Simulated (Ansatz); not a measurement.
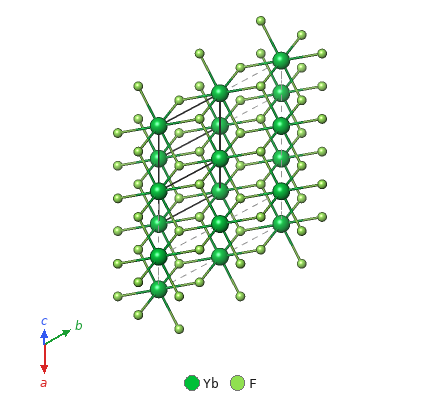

YbF₂ (P-3m1, No. 164): coordinates from a relaxation at fixed volume with DFT PBEsol, scalar-relativistic, plane waves, PAW in Ansatz 0.2.0; the starting structure was generated, so it need not be a known form of this composition.

```cif
data_structure
_symmetry_space_group_name_H-M 'P-3m1'
_symmetry_Int_Tables_number 164
_cell_length_a 3.6484
_cell_length_b 3.6484
_cell_length_c 4.3998
_cell_angle_alpha 90.000
_cell_angle_beta 90.000
_cell_angle_gamma 120.000
_cell_volume 50.72
loop_
_atom_site_label
_atom_site_type_symbol
_atom_site_symmetry_multiplicity
_atom_site_Wyckoff_symbol
_atom_site_fract_x
_atom_site_fract_y
_atom_site_fract_z
_atom_site_occupancy
Yb1 Yb 1 a 0.00000 0.00000 0.00000 1
F1 F 2 d 0.33333 0.66667 0.21599 1
```

Question: What will a HAADF-like image along [102] show? Simulated incoherent Z contrast: every atom adds Z^1.6 spread by a probe of 0.59 Å full width; channelling and multiple scattering are left out. The probe carries 25 % of its weight in a tail 2.5 times as wide. Shot noise, a slight drift and the speckle of an amorphous layer were added.

Answer: The columns repeat on a rectangular net of 1.69 × 3.16 Å (plane group p2mm). The brightest columns hold 1 Yb per repeat. The F columns make no clear peak of their own: they are too faint or too near a brighter column. The shortest distance between visible columns is 1.69 Å in projection (between Yb columns). Along the beam the structure repeats every 9.53 Å.

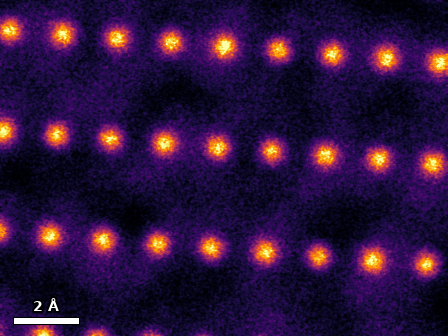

The simulated image.
